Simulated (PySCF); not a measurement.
# C3H3F3: runs on many settings

Aim: see how C3H3F3 (`CC(F)=C(F)F`) answers to the choice of functional, basis, grid and SCF options.

Computed with PySCF 2.14.0, with density-fitted response routines of our own, on a single molecule, in the gas phase or a continuum. Atoms are numbered from 0 throughout.

## 1. The molecule as given

9 atoms, charge 0, multiplicity 1; geometry from: GFN2-xTB.

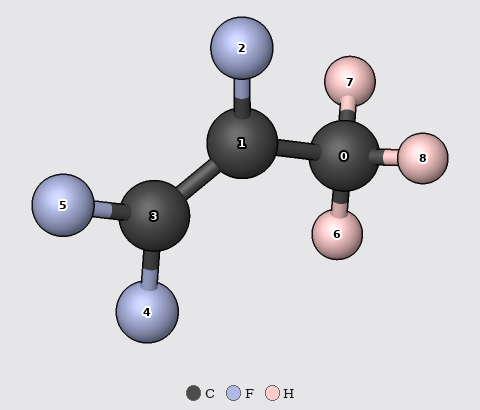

The starting geometry (carbon dark grey, fluorine light blue, hydrogen pink), atoms numbered; sticks join atoms by distance.

## 2. Nuclear shieldings: PBE0/pcSseg-1

The job: settings as JSON, then the geometry in Å.

```
{"job": {"kind": "nmr", "xc": "PBE0", "basis": "pcSseg-1"}, "charge": 0, "multiplicity": 1}
C     -1.115351     0.184540    -0.325324
C      0.099559    -0.068797     0.494354
F     -0.112926    -0.191585     1.819274
C      1.339754    -0.180299     0.038279
F      1.645051    -0.073485    -1.252740
F      2.427334    -0.406057     0.760873
H     -0.849830     0.268311    -1.374090
H     -1.824573    -0.631300    -0.191244
H     -1.595456     1.104667     0.005440
```

Method: GIAO PBE0/pcSseg-1 NMR shielding, non-relativistic, gas phase.

Command:

```
$ OMP_NUM_THREADS=1 python probes_run.py task.json out
```

This one command runs all jobs of the session in turn.

The log of the run:

```text
coarse grid: 8376 points
cycle   1  E = -415.0136308584  dE =  8.846e-01  |g| = 7.178e-01  |ddm| = 2.654e+00
cycle   2  E = -414.9139335286  dE =  9.970e-02  |g| = 1.075e+00  |ddm| = 1.090e+00
cycle   3  E = -415.0985201495  dE = -1.846e-01  |g| = 7.470e-02  |ddm| = 7.126e-01
cycle   4  E = -415.0992892047  dE = -7.691e-04  |g| = 4.035e-02  |ddm| = 7.831e-02
cycle   5  E = -415.0995828915  dE = -2.937e-04  |g| = 8.950e-03  |ddm| = 3.557e-02
cycle   6  E = -415.0995942316  dE = -1.134e-05  |g| = 3.632e-03  |ddm| = 8.120e-03
cycle   7  E = -415.0995972146  dE = -2.983e-06  |g| = 6.250e-04  |ddm| = 2.936e-03
final grid: 84552 points
cycle   8  E = -415.1546409436  dE = -3.386e-05  |g| = 6.764e-03  |ddm| = 1.907e-02
cycle   9  E = -415.1546322726  dE =  8.671e-06  |g| = 9.981e-03  |ddm| = 1.061e-02
cycle  10  E = -415.1546502735  dE = -1.800e-05  |g| = 8.656e-04  |ddm| = 6.268e-03
cycle  11  E = -415.1546504134  dE = -1.399e-07  |g| = 2.127e-04  |ddm| = 7.017e-04
cycle  12  E = -415.1546504209  dE = -7.494e-09  |g| = 1.097e-04  |ddm| = 2.283e-04
cycle  13  E = -415.1546504234  dE = -2.459e-09  |g| = 2.154e-05  |ddm| = 9.533e-05
cycle  14  E = -415.1546504235  dE = -9.959e-11  |g| = 5.023e-06  |ddm| = 1.970e-05
converged SCF energy = -415.1546504235

GIAO shielding tensors (ppm)
atom      isotropic    diamagn.    paramagn.     s11        s22        s33       span
  0 C      171.868     249.415     -77.547    164.065    165.141    186.399     22.334
  1 C       51.501     250.905    -199.404      9.697     62.785     82.020     72.322
  2 F      356.676     472.050    -115.374    285.545    366.285    418.198    132.653
  3 C       20.329     249.666    -229.337    -42.285     46.345     56.927     99.212
  4 F      298.696     474.313    -175.617    249.353    305.185    341.551     92.198
  5 F      279.019     470.701    -191.682    254.646    289.343    293.066     38.420
  6 H       29.656      29.815      -0.159     25.060     29.089     34.820      9.761
  7 H       29.516      28.484       1.032     25.413     27.233     35.902     10.490
  8 H       29.516      28.482       1.034     25.412     27.232     35.903     10.491
```

It took 12 s on 1 thread of Arm Neoverse N1, shared host; peak memory 0.52 GiB.

The references, computed at this level on geometries of the same kind, shield at (ppm): 1H TMS 31.72, 13C TMS 186.9, 19F CFCl3 170.9. Their shielding less the atom's gives the shift. The references are single molecules in the gas phase, so shifts against H2O, NH3, PH3, H3PO4 or CFCl3 are not on the usual liquid scales and can be off by tens of ppm. Atoms listed in one row are averaged.

```csv
atoms,environment,σ (ppm),δ (ppm),δ scaled to CDCl3
C3,fully substituted alkene carbon bonded to F,20.3,166.6,160.7
C1,fully substituted alkene carbon bonded to F,51.5,135.4,130.3
C0,allylic methyl carbon,171.9,15.1,12.8
"H6, H7, H8",hydrogen on an allylic methyl carbon,29.56,2.15,2.14
F5,vinylic fluorine,279.0,-108.1,–
F4,vinylic fluorine,298.7,-127.8,–
F2,vinylic fluorine,356.7,-185.7,–
```

The scaled column applies a straight-line fit of computed shieldings to shifts measured in CDCl3; 19F shifts take a fit of their own (root-mean-square error 0.16 ppm for H, 1.9 ppm for C).

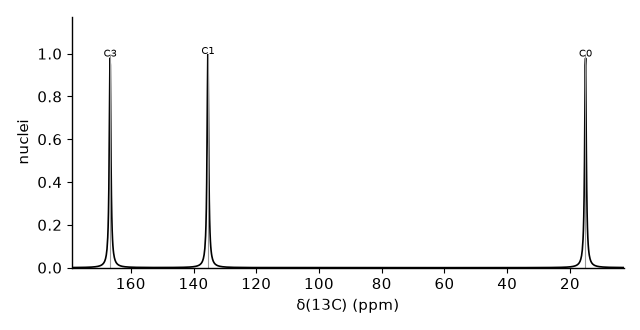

13C lines at the computed shifts, without couplings. Lines are broadened to a width of 0.61 ppm (Lorentzian).

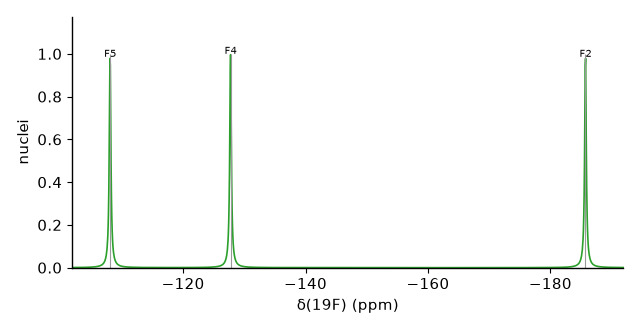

19F lines at the computed shifts, without couplings. Lines are broadened to a width of 0.31 ppm (Lorentzian).

The run also stored atomic charges by several schemes (e):

```csv
atoms,Mulliken,IAO,Hirshfeld,ESP fit
C0,-0.24,-0.44,-0.12,-0.48
C1,0.05,0.20,0.05,0.17
F2,-0.27,-0.27,-0.09,-0.16
C3,0.52,0.49,0.14,0.21
F4,-0.25,-0.25,-0.07,-0.12
F5,-0.24,-0.23,-0.07,-0.12
```

ESP fit charges:

```csv
atom,value (e)
C0,-0.48
C1,0.17
F2,-0.16
C3,0.21
F4,-0.12
F5,-0.12
H6,0.15
H7,0.17
H8,0.17
```

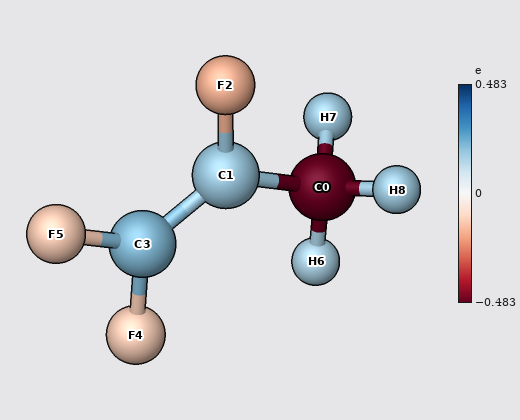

ESP fit charges, as colours on the atoms.

Mayer bond orders: C0–C1 1.05, C1–F2 0.95, C1–C3 1.73, C3–F4 1.00, C3–F5 1.01.

## 3. Ultraviolet spectrum: PBE0/def2-SVPD

Settings changed since step 2:

```diff
@@ -1,2 +1,2 @@
-{"job": {"kind": "nmr", "xc": "PBE0", "basis": "pcSseg-1"}, "charge": 0, "multiplicity": 1}
+{"job": {"kind": "uv", "xc": "PBE0", "basis": "def2-SVPD", "nstates": 6, "ntriplets": 2}, "charge": 0, "multiplicity": 1}
 C     -1.115351     0.184540    -0.325324
```

Level: TDDFT PBE0/def2-SVPD, vertical, gas phase, core orbitals frozen in the response.

The log of the run:

```text
coarse grid: 8376 points
cycle   1  E = -414.7703831769  dE =  8.437e-01  |g| = 6.612e-01  |ddm| = 4.000e+00
cycle   2  E = -414.6822691851  dE =  8.811e-02  |g| = 9.796e-01  |ddm| = 1.477e+00
cycle   3  E = -414.8475506033  dE = -1.653e-01  |g| = 7.634e-02  |ddm| = 8.958e-01
cycle   4  E = -414.8484079022  dE = -8.573e-04  |g| = 3.800e-02  |ddm| = 1.241e-01
cycle   5  E = -414.8486844281  dE = -2.765e-04  |g| = 9.095e-03  |ddm| = 4.579e-02
cycle   6  E = -414.8486972456  dE = -1.282e-05  |g| = 3.447e-03  |ddm| = 1.168e-02
cycle   7  E = -414.8486999859  dE = -2.740e-06  |g| = 6.157e-04  |ddm| = 4.794e-03
final grid: 84552 points
cycle   8  E = -414.9047152170  dE = -2.584e-05  |g| = 7.164e-03  |ddm| = 7.646e-02
cycle   9  E = -414.9047046346  dE =  1.058e-05  |g| = 1.058e-02  |ddm| = 1.851e-02
cycle  10  E = -414.9047256111  dE = -2.098e-05  |g| = 8.448e-04  |ddm| = 1.020e-02
cycle  11  E = -414.9047257576  dE = -1.465e-07  |g| = 1.705e-04  |ddm| = 1.072e-03
cycle  12  E = -414.9047257621  dE = -4.529e-09  |g| = 9.865e-05  |ddm| = 3.009e-04
cycle  13  E = -414.9047257642  dE = -2.105e-09  |g| = 1.990e-05  |ddm| = 1.342e-04
cycle  14  E = -414.9047257643  dE = -8.731e-11  |g| = 5.792e-06  |ddm| = 3.081e-05
converged SCF energy = -414.9047257643

Static polarisability (au): isotropic 40.301, principal 30.192 38.729 51.983

Singlet excitations
state   eV       nm        f      main configurations
  1   6.5252    190.0   0.00559   H->L 0.88, H->L+2 0.09
  2   7.0013    177.1   0.00164   H->L+2 0.59, H->L+3 0.23, H->L 0.10
  3   7.6543    162.0   0.00807   H->L+3 0.71, H->L+2 0.27
  4   7.8923    157.1   0.45998   H->L+1 0.95
  5   8.5424    145.1   0.00156   H->L+4 0.93
  6   8.9549    138.5   0.00744   H->L+5 0.96

Triplet excitations (Tamm-Dancoff, eV): 4.5561 6.1540
```

Wall time 21 s (1 thread of Arm Neoverse N1, shared host); peak memory 0.64 GiB.

Frontier orbitals and where they lie:

```csv
orbital,eV,atoms
HOMO−3,-12.00,"C0 39 %, F2 21 %, H8 15 %"
HOMO−2,-11.87,"C0 38 %, H6 15 %, F5 13 %"
HOMO−1,-11.21,"F2 49 %, C0 20 %, C1 14 %"
HOMO,-7.38,"C1 30 %, C3 28 %, F2 12 %"
LUMO,0.50,"C3 27 %, C0 20 %, C1 17 %"
LUMO+1,0.62,"C3 32 %, C1 29 %, F5 9 %"
LUMO+2,1.21,"C0 18 %, F5 13 %, C3 12 %"
```

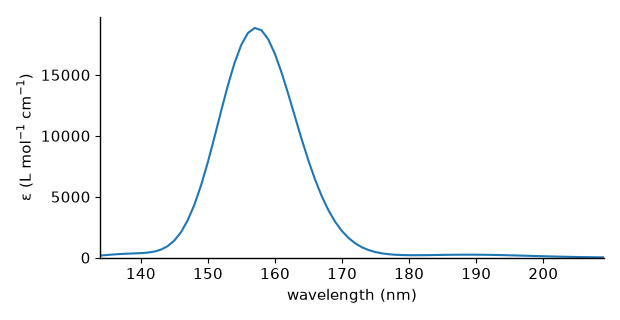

Absorption spectrum: each of the 6 states is a Gaussian band of 0.4 eV half-width at 1/e. Beyond the last state computed it falls off for lack of states.

Further results of this job:

```csv
property,computed
dipole moment (D),2.03
polarisability (Å³),5.97
HOMO–LUMO gap (eV),7.88
−ε(HOMO) (eV),7.38
```

## 4. Excited states and response: HSE06/pcSseg-2

Settings changed since step 3:

```diff
@@ -1,2 +1,2 @@
-{"job": {"kind": "uv", "xc": "PBE0", "basis": "def2-SVPD", "nstates": 6, "ntriplets": 2}, "charge": 0, "multiplicity": 1}
+{"job": {"kind": "uv", "xc": "HSE06", "basis": "pcSseg-2", "nstates": 3, "ntriplets": 2, "tda": false}, "charge": 0, "multiplicity": 1}
 C     -1.115351     0.184540    -0.325324
```

Level: TDDFT HSE06/pcSseg-2, vertical, gas phase, core orbitals frozen in the response.

The log of the run:

```text
coarse grid: 8376 points
cycle   1  E = -415.3161482572  dE =  8.696e-01  |g| = 7.374e-01  |ddm| = 2.196e+00
cycle   2  E = -415.1886922289  dE =  1.275e-01  |g| = 1.157e+00  |ddm| = 8.626e-01
cycle   3  E = -415.4000901557  dE = -2.114e-01  |g| = 1.033e-01  |ddm| = 5.960e-01
cycle   4  E = -415.4016351475  dE = -1.545e-03  |g| = 5.459e-02  |ddm| = 9.338e-02
cycle   5  E = -415.4021777948  dE = -5.426e-04  |g| = 1.353e-02  |ddm| = 4.004e-02
cycle   6  E = -415.4022077840  dE = -2.999e-05  |g| = 5.095e-03  |ddm| = 1.031e-02
cycle   7  E = -415.4022134430  dE = -5.659e-06  |g| = 1.122e-03  |ddm| = 3.559e-03
final grid: 84552 points
cycle   8  E = -415.4040844373  dE = -1.177e-04  |g| = 1.274e-02  |ddm| = 4.513e-02
cycle   9  E = -415.4040435574  dE =  4.088e-05  |g| = 2.068e-02  |ddm| = 1.386e-02
cycle  10  E = -415.4041090012  dE = -6.544e-05  |g| = 1.003e-03  |ddm| = 9.270e-03
cycle  11  E = -415.4041091180  dE = -1.167e-07  |g| = 5.166e-04  |ddm| = 9.518e-04
cycle  12  E = -415.4041091723  dE = -5.434e-08  |g| = 1.733e-04  |ddm| = 4.168e-04
cycle  13  E = -415.4041091785  dE = -6.233e-09  |g| = 3.356e-05  |ddm| = 1.307e-04
cycle  14  E = -415.4041091788  dE = -2.221e-10  |g| = 8.668e-06  |ddm| = 2.153e-05
converged SCF energy = -415.4041091788

Static polarisability (au): isotropic 38.469, principal 28.301 36.664 50.442

Singlet excitations
state   eV       nm        f      main configurations
  1   6.6630    186.1   0.00230   H->L 0.86, H->L+2 0.13
  2   6.9224    179.1   0.00499   H->L+2 0.78, H->L 0.13
  3   7.7505    160.0   0.41536   H->L+1 0.88, H->L+4 0.10

Triplet excitations (Tamm-Dancoff, eV): 4.5655 6.2365
```

It took 68 s on 1 thread of Arm Neoverse N1, shared host; peak memory 1.1 GiB.

Key values: HOMO -6.88 eV, LUMO 0.31 eV; lowest singlet 6.66 eV.

## 5. Shielding tensors: B97-D/pcSseg-1

Settings changed since step 4:

```diff
@@ -1,2 +1,2 @@
-{"job": {"kind": "uv", "xc": "HSE06", "basis": "pcSseg-2", "nstates": 3, "ntriplets": 2, "tda": false}, "charge": 0, "multiplicity": 1}
+{"job": {"kind": "nmr", "xc": "B97-D", "basis": "pcSseg-1", "pop": true, "scf": {"aux": "def2-universal-jfit", "max_cycle": 58}}, "charge": 0, "multiplicity": 1}
 C     -1.115351     0.184540    -0.325324
```

Level: GIAO B97-D/pcSseg-1 NMR shielding, non-relativistic, gas phase.

The log of the run:

```text
final grid: 84552 points
cycle   1  E = -415.2371075980  dE =  7.980e-01  |g| = 8.156e-01  |ddm| = 2.714e+00
cycle   2  E = -414.9469223794  dE =  2.902e-01  |g| = 1.554e+00  |ddm| = 1.650e+00
cycle   3  E = -415.3375606948  dE = -3.906e-01  |g| = 1.905e-01  |ddm| = 1.210e+00
cycle   4  E = -415.3441729708  dE = -6.612e-03  |g| = 9.064e-02  |ddm| = 2.395e-01
cycle   5  E = -415.3456483997  dE = -1.475e-03  |g| = 3.362e-02  |ddm| = 9.599e-02
cycle   6  E = -415.3458887544  dE = -2.404e-04  |g| = 1.042e-02  |ddm| = 3.143e-02
cycle   7  E = -415.3459138348  dE = -2.508e-05  |g| = 3.178e-03  |ddm| = 9.553e-03
cycle   8  E = -415.3459155067  dE = -1.672e-06  |g| = 6.442e-04  |ddm| = 2.415e-03
cycle   9  E = -415.3459155814  dE = -7.475e-08  |g| = 2.164e-04  |ddm| = 5.674e-04
cycle  10  E = -415.3459155882  dE = -6.802e-09  |g| = 9.295e-05  |ddm| = 1.755e-04
cycle  11  E = -415.3459155894  dE = -1.185e-09  |g| = 3.246e-05  |ddm| = 7.464e-05
cycle  12  E = -415.3459155896  dE = -1.792e-10  |g| = 2.411e-06  |ddm| = 2.539e-05
converged SCF energy = -415.3459155896

GIAO shielding tensors (ppm)
atom      isotropic    diamagn.    paramagn.     s11        s22        s33       span
  0 C      165.659     249.400     -83.741    157.927    157.939    181.112     23.185
  1 C       49.426     251.558    -202.132     11.264     61.531     75.484     64.220
  2 F      342.657     472.578    -129.921    269.343    350.835    407.793    138.450
  3 C       18.109     250.475    -232.366    -36.012     40.537     49.802     85.814
  4 F      285.110     475.091    -189.981    238.349    290.648    326.334     87.985
  5 F      266.756     471.246    -204.490    242.255    276.692    281.321     39.066
  6 H       29.789      30.328      -0.539     25.481     29.436     34.451      8.971
  7 H       29.652      28.819       0.832     25.833     27.567     35.554      9.721
  8 H       29.651      28.817       0.834     25.832     27.566     35.555      9.723
```

It took 14 s on 1 thread of Arm Neoverse N1, shared host; peak memory 0.45 GiB.

The cap on cycles was not reached: the SCF converged in 12 cycles.

Key values: δ C3 163.7, C1 132.3, C0 16.1, F5 -118.8, H6 2.15 ppm (means over like atoms).

## 6. Shielding tensors: PBE0/def2-TZVPP in cyclohexane

Settings changed since step 5:

```diff
@@ -1,2 +1,2 @@
-{"job": {"kind": "nmr", "xc": "B97-D", "basis": "pcSseg-1", "pop": true, "scf": {"aux": "def2-universal-jfit", "max_cycle": 58}}, "charge": 0, "multiplicity": 1}
+{"job": {"kind": "nmr", "xc": "PBE0", "basis": "def2-TZVPP", "solvent": "cyclohexane", "pop": false, "scf": {"aux": "def2-universal-jkfit"}}, "charge": 0, "multiplicity": 1}
 C     -1.115351     0.184540    -0.325324
```

Method: GIAO PBE0/def2-TZVPP NMR shielding, non-relativistic, IEF-PCM cyclohexane.

The log of the run:

```text
final grid: 84552 points
cycle   1  E = -415.2838662257  dE =  8.887e-01  |g| = 7.355e-01  |ddm| = 2.618e+00
cycle   2  E = -415.1802075501  dE =  1.037e-01  |g| = 1.106e+00  |ddm| = 9.958e-01
cycle   3  E = -415.3695360387  dE = -1.893e-01  |g| = 7.448e-02  |ddm| = 6.477e-01
cycle   4  E = -415.3702943152  dE = -7.583e-04  |g| = 3.880e-02  |ddm| = 6.893e-02
cycle   5  E = -415.3705582070  dE = -2.639e-04  |g| = 9.145e-03  |ddm| = 3.063e-02
cycle   6  E = -415.3705691440  dE = -1.094e-05  |g| = 3.179e-03  |ddm| = 6.987e-03
cycle   7  E = -415.3705711019  dE = -1.958e-06  |g| = 4.796e-04  |ddm| = 2.338e-03
cycle   8  E = -415.3705711393  dE = -3.744e-08  |g| = 3.006e-04  |ddm| = 5.578e-04
cycle   9  E = -415.3705711572  dE = -1.790e-08  |g| = 4.075e-05  |ddm| = 1.917e-04
cycle  10  E = -415.3705711576  dE = -3.221e-10  |g| = 1.383e-05  |ddm| = 4.601e-05
converged SCF energy = -415.3705711576

GIAO shielding tensors (ppm)
atom      isotropic    diamagn.    paramagn.     s11        s22        s33       span
  0 C      175.324     247.925     -72.601    168.214    168.710    189.047     20.833
  1 C       52.899     251.341    -198.441     13.300     62.332     83.066     69.766
  2 F      353.597     468.976    -115.378    290.969    360.026    409.797    118.828
  3 C       23.120     251.979    -228.858    -37.786     47.869     59.278     97.064
  4 F      302.960     471.657    -168.697    256.051    307.167    345.662     89.611
  5 F      282.184     465.718    -183.534    258.400    289.613    298.540     40.140
  6 H       29.480      30.260      -0.780     24.876     29.088     34.477      9.602
  7 H       29.658      29.314       0.344     25.811     27.309     35.854     10.043
  8 H       29.657      29.310       0.348     25.810     27.308     35.855     10.045
```

Run time: 31 s. Hardware: 1 thread of Arm Neoverse N1, shared host; peak memory 0.89 GiB.

Key values: σ C3 23.1, C1 52.9, C0 175.3, F5 282.2, H6 29.60 ppm (means over like atoms).

## 7. Run by run: NMR shifts

Isotropic shieldings (ppm) of some atoms, chosen among heavy atoms and hydrogens apart, means over like atoms, with basis size and wall time:

```csv
run,C3,C0,H6,F5,F4,F2,functions,time
PBE0/pcSseg-1,20.3,171.9,29.56,279.0,298.7,356.7,117,12 s
B97-D/pcSseg-1,18.1,165.7,29.70,266.8,285.1,342.7,117,14 s
PBE0/def2-TZVPP in cyclohexane,23.1,175.3,29.60,282.2,303.0,353.6,228,31 s
```

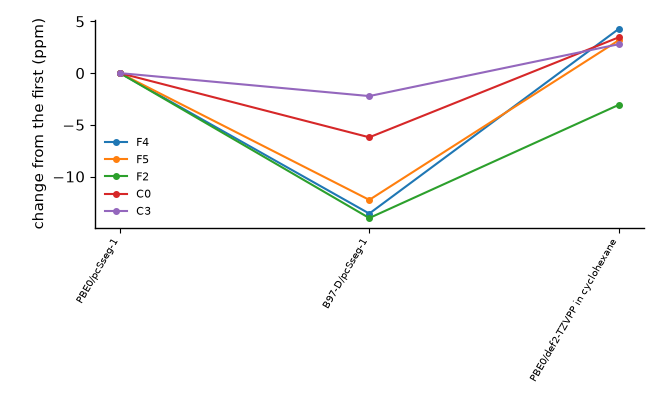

How five of the tabulated atoms move from run to run.

## 8. Side by side: electronic excitations

Excitations and ground-state properties, with basis size and wall time:

```csv
run,lowest singlet (eV),brightest (eV),f,gap (eV),α (Å³),μ (D),functions,time
PBE0/def2-SVPD,6.53,7.89,0.460,7.88,5.97,2.03,153,21 s
HSE06/pcSseg-2,6.66,7.75,0.415,7.19,5.70,1.99,258,68 s
```

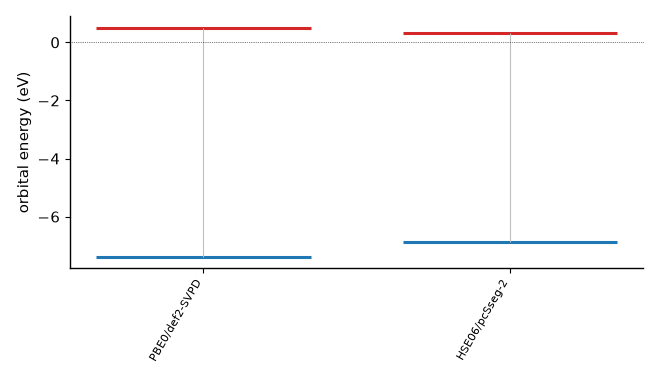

HOMO (blue) and LUMO (red) run by run.

## 9. Summary of results

| quantity | value |
| --- | --- |
| 13C shifts against TMS (PBE0/pcSseg-1) | 166.6, 135.4, 15.1 ppm |
| 1H shifts against TMS (PBE0/pcSseg-1, means over atoms taken as alike) | 2.15 ppm |
| 19F shifts against CFCl3 (PBE0/pcSseg-1) | -108.1, -127.8, -185.7 ppm |
| lowest singlet (PBE0/def2-SVPD) | 6.53 eV (190 nm), f = 0.006 |
| brightest single state of those computed | state 4, 7.89 eV, f = 0.460 |
| lowest triplet | 4.56 eV |
| range of the shielding of F4 | 285.1 to 303.0 ppm |
| range of the lowest singlet | 6.53 to 6.66 eV |

In words: Single values in the summary come from the first sound run of each kind (PBE0/pcSseg-1; PBE0/def2-SVPD), which need not be the best level. At PBE0/pcSseg-1: The largest span, 133 ppm, is at F2, where the paramagnetic term is -115 ppm. The first singlet state (HOMO→LUMO 0.88, HOMO→LUMO+2 0.09) lies at 6.53 eV and is weak; of the 6 states computed, the strongest absorption comes from state 4 at 7.89 eV. The lowest triplet lies 1.97 eV below the lowest singlet (triplets in Tamm-Dancoff, singlets in full TDDFT). At PBE0/def2-SVPD, states above −ε(HOMO) (7.38 eV) lie where TDDFT describes them poorly and they hang on the basis; the brightest is among them. Across the 3 runs the shielding of F4 moves most, between 285.1 (B97-D/pcSseg-1) and 303.0 ppm (PBE0/def2-TZVPP in cyclohexane). The lowest singlet runs from 6.53 eV (PBE0/def2-SVPD) to 6.66 eV (HSE06/pcSseg-2), while the orbital gap spans 7.19 to 7.88 eV. The lowest state need not be the same one in every run. The runs solved for a few states only, so the brightest column depends on that window.
